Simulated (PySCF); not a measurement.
**WS₂⁻: one geometry, several methods**

How much do the numbers for WS₂⁻ (quartet) hang on the method? All levels run at one geometry, the PBE0 minimum.

The runs use PySCF 2.14.0; several methods, basis W def2-SVPD with ECP60, S def2-SVPD, scalar-relativistic core potentials, no spin–orbit coupling, density fitting.

### Step 1. The starting structure

3 atoms, charge -1, spin multiplicity 4.

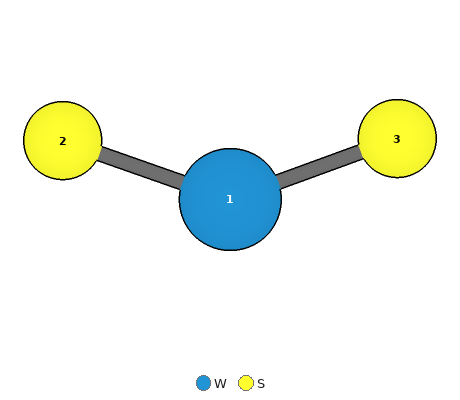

Start geometry, drawn with tungsten blue, sulfur yellow; atoms are numbered from 1 in the order of the file.

Coordinates in bohr (charge -1 multiplicity 4):
```
W     0.0000    0.0000   -0.3619
S     3.9235    0.0000    1.0444
S    -3.9235    0.0000    1.0444
```

### Step 2. Real-space pictures of the lowest minimum

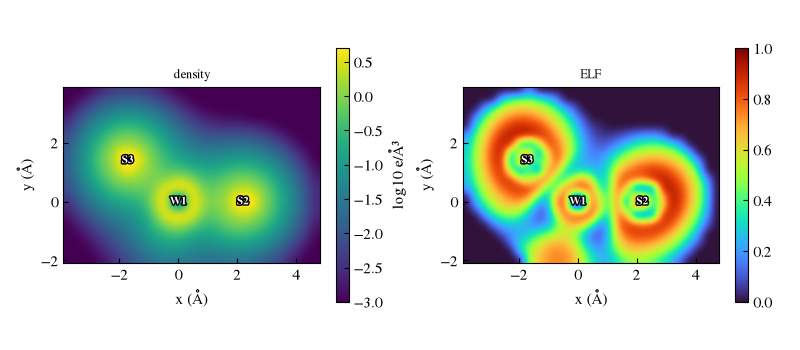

The plane holds W1 at (0.00, 0.00), S2 at (2.21, 0.00), S3 at (-1.70, 1.40) Å. ELF is set to 0 where the density is under 0.005 e/Å³; an orbital's overall sign is arbitrary. Electrons inside core potentials are absent.

Orbitals, density, ELF and potential are computed afterwards from the orbital file.

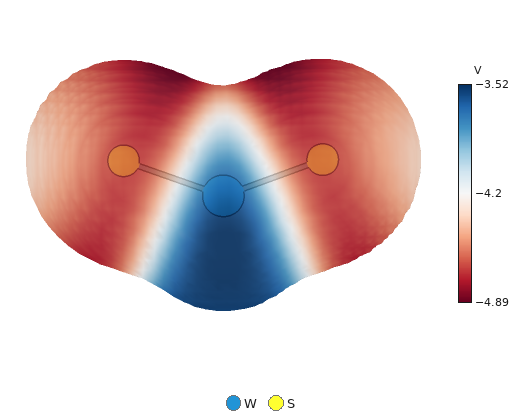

Electrostatic potential on the surface of density 0.002 e/bohr³; red is low, blue high. It runs, from the 1st to the 99th percentile, from -4.89 V near S3 to -3.52 V near W1.

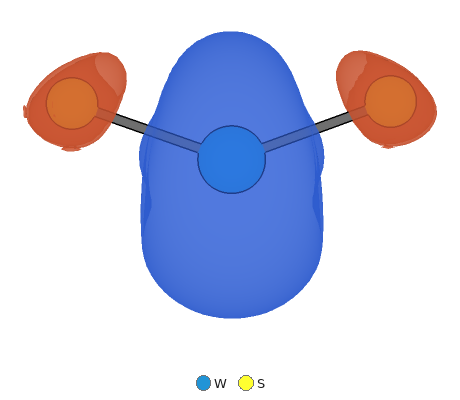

Spin density at ±0.03 e/Å³ (alpha excess blue, beta excess red).

Making the fields took 1.5 s on 2 threads of Intel Xeon at 2.60GHz (Ice Lake), shared host.

### Step 3. PBE0

One driver script runs all steps and calls PySCF; scf.py shows the equivalent input of each level. Each SCF starts from the density of the minimum. The driver also runs the species with one electron less or more at the same geometry; their logs are not shown.

File scf.py:

```python
from pyscf import gto, scf, dft
mol = gto.M(atom='''
W      0.000000    -0.000000    -0.191501
S      2.076248    -0.000000     0.552669
S     -2.076248     0.000000     0.552669''',
    basis={'W': 'def2-SVPD', 'S': 'def2-SVPD'},
    ecp={'W': 'def2-SVPD'},
    charge=-1, spin=3)
mf = dft.UKS(mol, xc='PBE0')
mf.grids.atom_grid = (75, 302)
aux = {'W': 'def2-universal-JKFIT', 'S': 'def2-universal-JKFIT'}
mf = mf.density_fit(auxbasis=aux)
mf.conv_tol = 1e-08
mf.diis_space = 10
mf.max_cycle = 60
mf.verbose = 4
mf.kernel()
```

Command:

```
OMP_NUM_THREADS=2 python axn.py task.json out
```

The log of the run:

```text
init E= -863.05378799217
[... the frontier-level lines of each cycle are left out ...]
cycle= 1 E= -863.053787992141  delta_E= 2.92e-11  |g|= 7.49e-06  |ddm|= 1.2e-05
Extra cycle  E= -863.053787991924  delta_E= 2.17e-10  |g|= 2e-05  |ddm|= 3.09e-05
converged SCF energy = -863.053787991924  <S^2> = 3.8136986  2S+1 = 4.0317235
```

This level, with the species of one electron less or more, took 1.8 s.

- energy: -863.053788 Eh
- one electron less (charge +0): -862.936710 Eh (triplet, ⟨S²⟩ 2.19)
- Mulliken charge of W1: +0.70 e

### Step 4. HF

Edit scf.py of step 3 so:

```diff
@@ -9,2 +9 @@
-mf = dft.UKS(mol, xc='PBE0')
-mf.grids.atom_grid = (75, 302)
+mf = scf.UHF(mol)
```

The log of the run:

```text
init E= -861.308816433489
[... the frontier-level lines of each cycle are left out ...]
cycle= 1 E= -861.32881736507  delta_E= -0.02  |g|= 0.0899  |ddm|= 0.355
cycle= 2 E= -861.331391553808  delta_E= -0.00257  |g|= 0.0795  |ddm|= 0.239
cycle= 3 E= -861.335530463598  delta_E= -0.00414  |g|= 0.0177  |ddm|= 0.104
cycle= 4 E= -861.336394311114  delta_E= -0.000864  |g|= 0.00883  |ddm|= 0.073
cycle= 5 E= -861.336677942805  delta_E= -0.000284  |g|= 0.0065  |ddm|= 0.0293
cycle= 6 E= -861.33697129318  delta_E= -0.000293  |g|= 0.0038  |ddm|= 0.042
cycle= 7 E= -861.337086556215  delta_E= -0.000115  |g|= 0.00193  |ddm|= 0.0332
cycle= 8 E= -861.337114296483  delta_E= -2.77e-05  |g|= 0.000843  |ddm|= 0.0201
cycle= 9 E= -861.337118322772  delta_E= -4.03e-06  |g|= 0.000331  |ddm|= 0.0075
cycle= 10 E= -861.337118885399  delta_E= -5.63e-07  |g|= 0.000187  |ddm|= 0.00207
cycle= 11 E= -861.337119108943  delta_E= -2.24e-07  |g|= 0.000115  |ddm|= 0.00105
cycle= 12 E= -861.337119221078  delta_E= -1.12e-07  |g|= 5.92e-05  |ddm|= 0.000879
cycle= 13 E= -861.337119250822  delta_E= -2.97e-08  |g|= 1.67e-05  |ddm|= 0.000616
cycle= 14 E= -861.337119252355  delta_E= -1.53e-09  |g|= 6.64e-06  |ddm|= 0.00013
Extra cycle  E= -861.337119252468  delta_E= -1.13e-10  |g|= 4.4e-06  |ddm|= 2.01e-05
converged SCF energy = -861.337119252468  <S^2> = 4.0079541  2S+1 = 4.1269621
```

This level, with the species of one electron less or more, took 1.3 s.

```
energy                        : -861.337119 Eh
one electron less (charge +0) : -861.235532 Eh (triplet, ⟨S²⟩ 3.35)
Mulliken charge of W1         : +1.01 e
```

### Step 5. PBE

Edit scf.py of step 4 so:

```diff
@@ -9 +9,2 @@
-mf = scf.UHF(mol)
+mf = dft.UKS(mol, xc='PBE')
+mf.grids.atom_grid = (75, 302)
```

The log of the run:

```text
init E= -863.041480159123
[... the frontier-level lines of each cycle are left out ...]
cycle= 1 E= -863.038976116494  delta_E= 0.0025  |g|= 0.0982  |ddm|= 0.226
cycle= 2 E= -862.948710431342  delta_E= 0.0903  |g|= 0.379  |ddm|= 0.589
cycle= 3 E= -863.044700951289  delta_E= -0.096  |g|= 0.0154  |ddm|= 0.491
cycle= 4 E= -863.044845834284  delta_E= -0.000145  |g|= 0.00509  |ddm|= 0.018
cycle= 5 E= -863.044859159439  delta_E= -1.33e-05  |g|= 0.00174  |ddm|= 0.00692
cycle= 6 E= -863.044861193951  delta_E= -2.03e-06  |g|= 0.00016  |ddm|= 0.00302
cycle= 7 E= -863.044861230828  delta_E= -3.69e-08  |g|= 7.54e-05  |ddm|= 0.000528
cycle= 8 E= -863.044861236386  delta_E= -5.56e-09  |g|= 3.29e-05  |ddm|= 0.000205
Extra cycle  E= -863.044861234457  delta_E= 1.93e-09  |g|= 6.84e-05  |ddm|= 0.00014
converged SCF energy = -863.044861234457  <S^2> = 3.7951343  2S+1 = 4.0225038
```

This level, with the species of one electron less or more, took 4.9 s.

* energy: -863.044861 Eh
* one electron less (charge +0): -862.938592 Eh (triplet, ⟨S²⟩ 2.10)
* Mulliken charge of W1: +0.60 e

### Step 6. B3LYP

Edit scf.py of step 5 so:

```diff
@@ -9 +9 @@
-mf = dft.UKS(mol, xc='PBE')
+mf = dft.UKS(mol, xc='B3LYP')
```

The log of the run:

```text
init E= -863.391898700691
[... the frontier-level lines of each cycle are left out ...]
cycle= 1 E= -863.393213321944  delta_E= -0.00131  |g|= 0.00963  |ddm|= 0.228
cycle= 2 E= -863.393224739853  delta_E= -1.14e-05  |g|= 0.0126  |ddm|= 0.0361
cycle= 3 E= -863.393292807499  delta_E= -6.81e-05  |g|= 0.00823  |ddm|= 0.0214
cycle= 4 E= -863.393336979208  delta_E= -4.42e-05  |g|= 0.00174  |ddm|= 0.0116
cycle= 5 E= -863.393344893244  delta_E= -7.91e-06  |g|= 0.000958  |ddm|= 0.00743
cycle= 6 E= -863.393346576485  delta_E= -1.68e-06  |g|= 0.000381  |ddm|= 0.00338
cycle= 7 E= -863.393346730532  delta_E= -1.54e-07  |g|= 0.000127  |ddm|= 0.00108
cycle= 8 E= -863.393346742907  delta_E= -1.24e-08  |g|= 1.22e-05  |ddm|= 0.00025
cycle= 9 E= -863.393346743308  delta_E= -4.01e-10  |g|= 3.49e-06  |ddm|= 5.64e-05
Extra cycle  E= -863.393346743312  delta_E= -4.21e-12  |g|= 6.43e-06  |ddm|= 1.68e-05
converged SCF energy = -863.393346743312  <S^2> = 3.7868833  2S+1 = 4.0183993
```

This level, with the species of one electron less or more, took 4 s on 2 threads of Intel Xeon at 2.60GHz (Ice Lake), shared host.

```
energy                        : -863.393347 Eh
one electron less (charge +0) : -863.281196 Eh (triplet, ⟨S²⟩ 2.09)
Mulliken charge of W1         : +0.69 e
```

### Step 7. r2SCAN

Edit scf.py of step 6 so:

```diff
@@ -9,2 +9,2 @@
-mf = dft.UKS(mol, xc='B3LYP')
-mf.grids.atom_grid = (75, 302)
+mf = dft.UKS(mol, xc='R2SCAN')
+mf.grids.atom_grid = (90, 434)
```

The log of the run:

```text
init E= -863.333790403471
[... the frontier-level lines of each cycle are left out ...]
cycle= 1 E= -863.333748600685  delta_E= 4.18e-05  |g|= 0.041  |ddm|= 0.157
cycle= 2 E= -863.320642287593  delta_E= 0.0131  |g|= 0.148  |ddm|= 0.212
cycle= 3 E= -863.334756224237  delta_E= -0.0141  |g|= 0.00496  |ddm|= 0.17
cycle= 4 E= -863.334772050443  delta_E= -1.58e-05  |g|= 0.00104  |ddm|= 0.00586
cycle= 5 E= -863.334772626035  delta_E= -5.76e-07  |g|= 0.000385  |ddm|= 0.00156
cycle= 6 E= -863.334772725064  delta_E= -9.9e-08  |g|= 5.15e-05  |ddm|= 0.000741
cycle= 7 E= -863.334772727847  delta_E= -2.78e-09  |g|= 7.63e-06  |ddm|= 0.000135
Extra cycle  E= -863.334772727949  delta_E= -1.02e-10  |g|= 9.26e-06  |ddm|= 3.3e-05
converged SCF energy = -863.334772727949  <S^2> = 3.8181629  2S+1 = 4.0339375
```

This level, with the species of one electron less or more, took 10 s.

| Quantity | Value |
| --- | --- |
| energy | -863.334773 Eh |
| one electron less (charge +0) | -863.220541 Eh (triplet, ⟨S²⟩ 2.18) |
| Mulliken charge of W1 | +0.71 e |

### Step 8. TPSSh

Edit scf.py of step 7 so:

```diff
@@ -9 +9 @@
-mf = dft.UKS(mol, xc='R2SCAN')
+mf = dft.UKS(mol, xc='TPSSH')
```

The log of the run:

```text
init E= -863.367131512612
[... the frontier-level lines of each cycle are left out ...]
cycle= 1 E= -863.36759478127  delta_E= -0.000463  |g|= 0.00552  |ddm|= 0.113
cycle= 2 E= -863.367474109048  delta_E= 0.000121  |g|= 0.0155  |ddm|= 0.0229
cycle= 3 E= -863.36762438364  delta_E= -0.00015  |g|= 0.00248  |ddm|= 0.0185
cycle= 4 E= -863.367628198147  delta_E= -3.81e-06  |g|= 0.000869  |ddm|= 0.00407
cycle= 5 E= -863.367629392452  delta_E= -1.19e-06  |g|= 0.000439  |ddm|= 0.00269
cycle= 6 E= -863.367629705525  delta_E= -3.13e-07  |g|= 0.000148  |ddm|= 0.00139
cycle= 7 E= -863.367629748955  delta_E= -4.34e-08  |g|= 2.24e-05  |ddm|= 0.000689
cycle= 8 E= -863.367629749617  delta_E= -6.63e-10  |g|= 1.13e-05  |ddm|= 8.82e-05
Extra cycle  E= -863.367629749589  delta_E= 2.8e-11  |g|= 1.43e-05  |ddm|= 3.64e-05
converged SCF energy = -863.367629749589  <S^2> = 3.802082  2S+1 = 4.0259568
```

This level, with the species of one electron less or more, took 10 s.

| Property | Result |
| --- | --- |
| energy | -863.367630 Eh |
| one electron less (charge +0) | -863.256390 Eh (triplet, ⟨S²⟩ 2.13) |
| Mulliken charge of W1 | +0.69 e |

### Step 9. PBEsol

Edit scf.py of step 8 so:

```diff
@@ -9,2 +9,2 @@
-mf = dft.UKS(mol, xc='TPSSH')
-mf.grids.atom_grid = (90, 434)
+mf = dft.UKS(mol, xc='PBEsol')
+mf.grids.atom_grid = (75, 302)
```

The log of the run:

```text
init E= -861.671473530555
[... the frontier-level lines of each cycle are left out ...]
cycle= 1 E= -861.668977247312  delta_E= 0.0025  |g|= 0.103  |ddm|= 0.241
cycle= 2 E= -861.568536068101  delta_E=  0.1  |g|=  0.4  |ddm|= 0.601
cycle= 3 E= -861.675399625089  delta_E= -0.107  |g|= 0.0174  |ddm|= 0.504
cycle= 4 E= -861.675574724462  delta_E= -0.000175  |g|= 0.00638  |ddm|= 0.0284
cycle= 5 E= -861.67559797416  delta_E= -2.32e-05  |g|= 0.00183  |ddm|= 0.00867
cycle= 6 E= -861.67559996478  delta_E= -1.99e-06  |g|= 0.000468  |ddm|= 0.00226
cycle= 7 E= -861.675600129488  delta_E= -1.65e-07  |g|= 8.8e-05  |ddm|= 0.000839
cycle= 8 E= -861.675600135812  delta_E= -6.32e-09  |g|= 4.2e-05  |ddm|= 0.000225
Extra cycle  E= -861.675600117501  delta_E= 1.83e-08  |g|= 0.000178  |ddm|= 0.000245
converged SCF energy = -861.675600117501  <S^2> = 3.7962997  2S+1 = 4.0230833
```

This level, with the species of one electron less or more, took 5 s.

- energy: -861.675600 Eh
- one electron less (charge +0): -861.568995 Eh (triplet, ⟨S²⟩ 2.10)
- Mulliken charge of W1: +0.53 e

### Step 10. BHandHLYP

Edit scf.py of step 9 so:

```diff
@@ -9 +9 @@
-mf = dft.UKS(mol, xc='PBEsol')
+mf = dft.UKS(mol, xc='BHANDHLYP')
```

The log of the run:

```text
init E= -863.193013957338
[... the frontier-level lines of each cycle are left out ...]
cycle= 1 E= -863.193900719857  delta_E= -0.000887  |g|= 0.0508  |ddm|= 0.203
cycle= 2 E= -863.189338309217  delta_E= 0.00456  |g|= 0.101  |ddm|= 0.181
cycle= 3 E= -863.195515883173  delta_E= -0.00618  |g|= 0.00352  |ddm|= 0.115
cycle= 4 E= -863.195537308586  delta_E= -2.14e-05  |g|= 0.00114  |ddm|= 0.0168
cycle= 5 E= -863.19554004512  delta_E= -2.74e-06  |g|= 0.000536  |ddm|= 0.00437
cycle= 6 E= -863.195541167977  delta_E= -1.12e-06  |g|= 0.000327  |ddm|= 0.00255
cycle= 7 E= -863.195541667302  delta_E= -4.99e-07  |g|= 0.000137  |ddm|= 0.00184
cycle= 8 E= -863.195541780195  delta_E= -1.13e-07  |g|= 5.62e-05  |ddm|= 0.00092
cycle= 9 E= -863.195541794292  delta_E= -1.41e-08  |g|= 2.11e-05  |ddm|= 0.000346
cycle= 10 E= -863.195541795781  delta_E= -1.49e-09  |g|= 4.79e-06  |ddm|= 0.000121
Extra cycle  E= -863.195541795836  delta_E= -5.48e-11  |g|= 4.17e-06  |ddm|= 2.15e-05
converged SCF energy = -863.195541795836  <S^2> = 3.8000535  2S+1 = 4.024949
```

This level, with the species of one electron less or more, took 4.4 s on 2 threads of Intel Xeon at 2.60GHz (Ice Lake), shared host.

```
energy                        : -863.195542 Eh
one electron less (charge +0) : -863.076798 Eh (triplet, ⟨S²⟩ 2.23)
Mulliken charge of W1         : +0.84 e
```

The dipole of an ion depends on the origin, here the centre of mass.

### Step 11. All levels side by side

| level | vertical ionisation energy (eV) | −ε(HOMO) (eV) | gap (eV) | dipole (D) | wall time |
| --- | --- | --- | --- | --- | --- |
| PBE0 | 3.19 | 1.45 | 3.24 | 2.33 | 1.8 s |
| HF | 2.76 | 3.93 | 8.79 | 2.65 | 1.3 s |
| PBE | 2.89 | 0.21 | 1.12 | 2.11 | 4.9 s |
| B3LYP | 3.05 | 1.12 | 2.45 | 2.38 | 4 s |
| r2SCAN | 3.11 | 0.58 | 2.05 | 2.23 | 10 s |
| TPSSh | 3.03 | 0.79 | 1.95 | 2.28 | 10 s |
| PBEsol | 2.90 | 0.19 | 1.12 | 2.03 | 5 s |
| BHandHLYP | 3.23 | 2.40 | 4.70 | 2.68 | 4.4 s |

Times are for 2 threads of Intel Xeon at 2.60GHz (Ice Lake), shared host; PBE0 starts from its own converged density, so its time is not comparable. A dash stands where a species or a free atom was not run at that level, or the quantity is not defined.

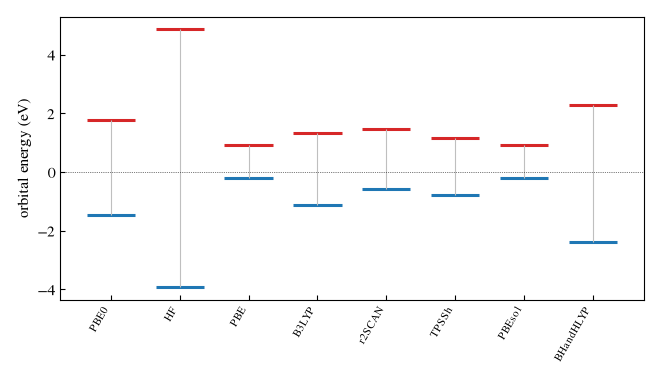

Highest occupied (blue) and lowest empty (red) levels by method.

### Step 12. What came out

| quantity | value |
| --- | --- |
| vertical ionisation energy, range | 2.76 (HF) to 3.23 (BHandHLYP) eV |
| orbital gap, range | 1.12 (PBE) to 8.79 (HF) eV |

What this shows: The vertical ionisation energy spreads over 0.47 eV, from HF to BHandHLYP; without a CCSD(T) value for it there is no yardstick here. Spin contamination is strong in at least one of the open-shell species at HF. Open d and f shells are described by one determinant, and the ground state may have another occupation or spin. With an element this heavy the missing spin–orbit coupling can shift these numbers.
